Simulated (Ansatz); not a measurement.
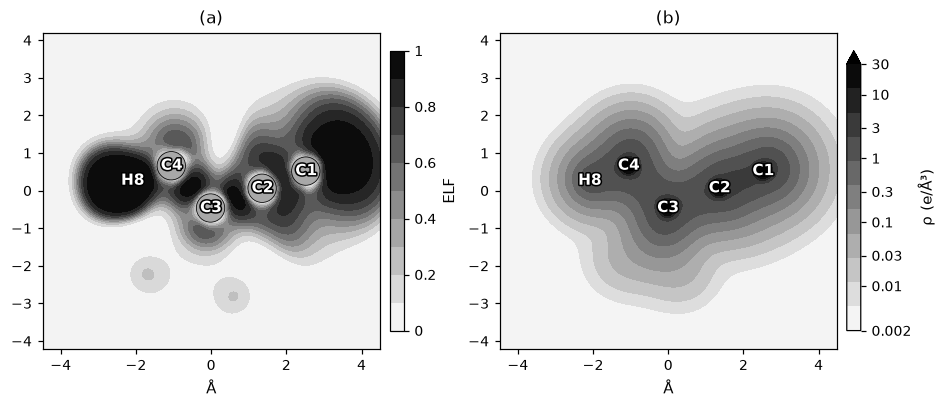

Figure. C5H7 (SMILES [C-]#CC(C)C) (charge −1). (a) electron localisation function; (b) electron density on the plane of atoms C2, C3 and C4. Grey discs cover the atomic cores in the ELF map.

Geometry: PBE0-D3(BJ)/def2-SVPD.

All numbers below come from Ansatz, isolated molecule in a Gaussian basis; Kohn-Sham density functional theory, functional PBE0.

```xyz
12

C    -2.4332   -0.6005    1.4850
C    -1.3055   -0.7960    0.9875
C     0.0100   -1.0267    0.3761
C     0.0718   -2.3701   -0.3622
C     0.4127    0.1148   -0.5665
H     0.7841   -1.0675    1.1718
H    -0.1769   -3.1926    0.3223
H     1.0729   -2.5540   -0.7932
H    -0.6685   -2.3823   -1.1768
H     0.4086    1.0724   -0.0282
H     1.4166   -0.0476   -0.9995
H    -0.3153    0.1941   -1.3883
```

**What does the map show?**

The plane passes through C and H nuclei.
C–C (1.25 Å): the density is about 2.7 e/Å³ at the midpoint; the ELF peaks at about 0.90 between the atoms: a multiple bond.
C–H (1.11 Å): ρ at the midpoint is about 1.9 e/Å³; the ELF climbs to about 1 towards the hydrogen, as it does in any bond to H; an ordinary covalent bond to hydrogen.
The ELF also peaks beside C1, away from the bonds: lone-pair regions.
